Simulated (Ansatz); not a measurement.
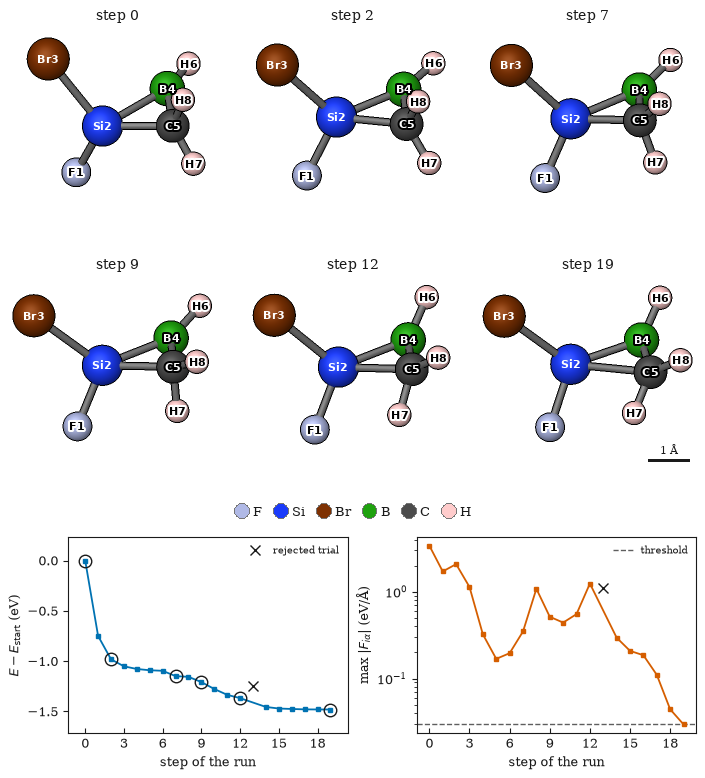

Frames of a relaxation of CH$_{3}$BBrFSi (coarse preliminary run), marked on the history of the run. Style: ball-and-stick. Shown at a tilt.

The start comes from a force field.

Method: Ansatz 0.2.0, RKS PBE-D4/def2-SVP.

Input file:
```yaml
crystal:
  periodic: [false, false, false]
  atoms:
    - {symbol: F, position_ang: [-0.867800, -1.972100, 1.005800]}
    - {symbol: Si, position_ang: [0.280800, -0.919300, 0.377100]}
    - {symbol: Br, position_ang: [2.211800, -0.767900, 1.469400]}
    - {symbol: B, position_ang: [-0.426300, 0.980600, 0.318500]}
    - {symbol: C, position_ang: [-0.083200, 0.172000, -0.992600]}
    - {symbol: H, position_ang: [-0.938500, 1.944100, 0.853700]}
    - {symbol: H, position_ang: [-0.923900, -0.120800, -1.595700]}
    - {symbol: H, position_ang: [0.839400, 0.626400, -1.491900]}
basis:
  gaussian: {orbitals: def2-SVP}
hamiltonian: {xc: pbe, dispersion: d4}
relax: {f_tol: 0.03, max_steps: 200}
```

Run as
```bash
ansatz run in.yaml --threads 4 --pin off --events-out ev --progress --plain --max-ram 10444MiB
```

Describe the path.

After 18 accepted moves (19 points after the start) the energy has fallen by 1.480 eV. Largest force component: 3.4 eV/Å at the start, 0.03 eV/Å at the end. The line search rejected the trial step at point 13 of the run. The largest move after the best rigid fit is that of H8, 0.79 Å. By element the largest moves are H 0.79 Å, F 0.64 Å, Si 0.57 Å, Br 0.46 Å, C 0.25 Å, B 0.16 Å. Some distances before and after: Si2–C5 1.789 → 2.134 Å, Si2–B4 2.028 → 1.898 Å, B4–C5 1.578 → 1.489 Å, F1–Si2 1.680 → 1.638 Å. Among the angles between lasting bonds that change: Si2–C5–H7 115.0° → 79.6°, Si2–C5–H8 114.4° → 148.7°, Br3–Si2–B4 104.7° → 127.3°. From step 0 to 2: Si2 moves most (0.39 Å), energy −0.981 eV. From step 2 to 7: H7 moves most (0.29 Å), energy −0.167 eV. From step 7 to 9: Br and H atoms move most (0.28 Å), energy −0.059 eV. From step 9 to 12: H7 moves most (0.47 Å), energy −0.160 eV. From step 12 to 19: H8 moves most (0.21 Å), energy −0.113 eV.
